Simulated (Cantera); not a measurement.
Feed: 1 mol SiC, 0.47 mol H₂O, 420 mol N₂, held at 160 Pa.

These are equilibrium values from Cantera (NASA tables, ideal gas, pure condensed phases), not measurements of a reactor. Candidate condensed phases: C, C₆H₆, C₇H₈, C₈H₁₈, H₂O, Si, SiC, SiO₂, Si₂N₂O, Si₃N₄; 151 gas species. N₂ is the only nitrogen source here; it is nearly inert below about 1500 K, so the nitride shown seldom forms there in practice. Mutual solubility and eutectic melting of coexisting phases are not modelled. Equilibrium is a limit: real reactors are often held back by kinetics, nucleation or transport.

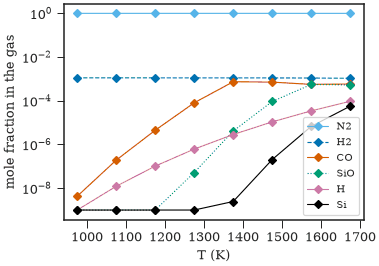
Figure. Equilibrium gas composition (values under 1e-9 drawn at 1e-9)

Problem. Read off the mole fractions at 1475 K.

Solution. N₂ about 1.00, H₂ about 0.0011, CO about 0.00071, SiO about 9.3e-5, H about 1.1e-5, Si about 2.0e-7.
